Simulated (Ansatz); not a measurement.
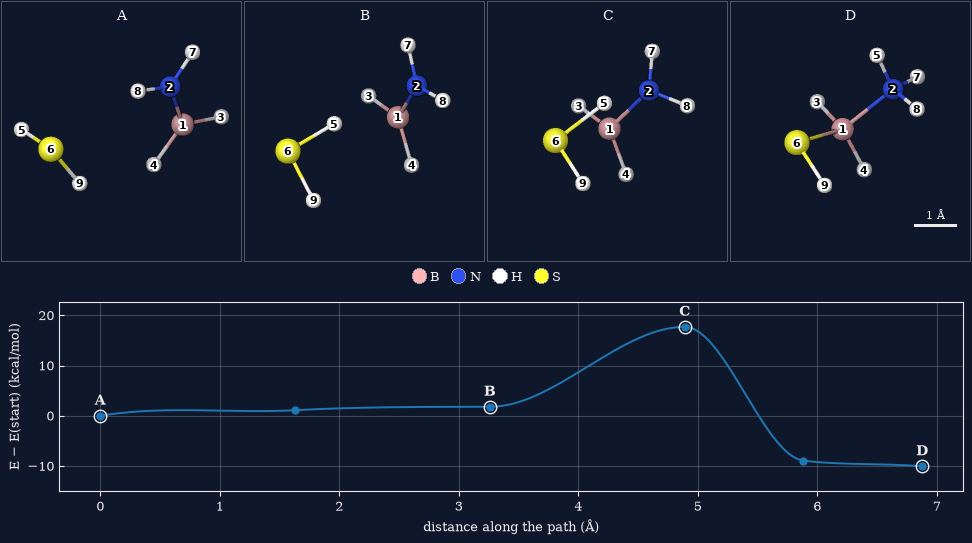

A nudged-elastic-band calculation for BNH6S, made up of BNH₄ and H$_{2}$S. Images are numbered from 0 (start) to 5 (end). Frames A to D are images 0, 2, 3, 5. Style: ball-and-stick. Shown at a tilt.

These are results of RKS PBE0-D4/def2-SVP (Ansatz 0.2.0), not measurements.

Input file:
```yaml
crystal:
  periodic: [false, false, false]
  atoms:
    - {symbol: B, position_ang: [0.801209, -0.912148, -0.860699]}
    - {symbol: N, position_ang: [1.196634, 0.195091, -0.134173]}
    - {symbol: H, position_ang: [1.584057, -1.457231, -1.584131]}
    - {symbol: H, position_ang: [-0.326950, -1.306474, -0.750646]}
    - {symbol: H, position_ang: [-2.285308, 1.522475, 0.433908]}
    - {symbol: S, position_ang: [-1.839958, 0.958280, 1.567063]}
    - {symbol: H, position_ang: [2.126368, 0.576517, -0.177184]}
    - {symbol: H, position_ang: [0.576247, 0.689303, 0.490966]}
    - {symbol: H, position_ang: [-1.832301, -0.265914, 1.014895]}
basis:
  gaussian: {orbitals: def2-SVP}
hamiltonian: {xc: pbe0, dispersion: d4}
neb:
  images: 4
  climbing: true
  max_iterations: 25
  initial_path: idpp
  max_displacement: 0.3
  final_atoms:
    - {symbol: B, position_ang: [-0.222757, -0.452113, -0.542242]}
    - {symbol: N, position_ang: [0.874029, 0.524858, 0.187563]}
    - {symbol: H, position_ang: [-0.123007, -0.208866, -1.720647]}
    - {symbol: H, position_ang: [0.082844, -1.577302, -0.233981]}
    - {symbol: H, position_ang: [0.626250, 1.496075, 0.018642]}
    - {symbol: S, position_ang: [-1.931909, 0.089634, 0.055949]}
    - {symbol: H, position_ang: [1.816248, 0.358862, -0.157384]}
    - {symbol: H, position_ang: [0.866640, 0.381874, 1.193237]}
    - {symbol: H, position_ang: [-1.988338, -0.613122, 1.198862]}
```

Command:
```bash
ansatz run in.yaml --threads 2 --pin off --events-out ev --progress --plain --max-ram 4352MiB
```

Question: Describe the mechanism and the energy profile.

Answer: Breaking: H5–S6 (1.34 → 1.49 at the top → 2.92 Å). Forming: B1–S6 (4.05 → 2.18 at the top → 1.89 Å), N2–H5 (3.77 → 1.54 at the top → 1.02 Å). The highest point, image 3, lies 17.7 kcal/mol above the start and 27.8 kcal/mol above the end; the end is at −10.1 kcal/mol relative to the start. The band converged in 22 iterations. The largest component of the band force went from 3.6 to 0.042 eV/Å. The climbing image converged on the top of the path. Its curvatures weren't checked. The largest force component is 0.30 eV/Å at the start and 0.26 eV/Å at the end; an end with forces this large is no minimum, and the barrier measured from it can be far off.

Limits of the set-up: the start holds two separate molecules, 2.5 Å apart at their closest, whose relative position is a soft coordinate.
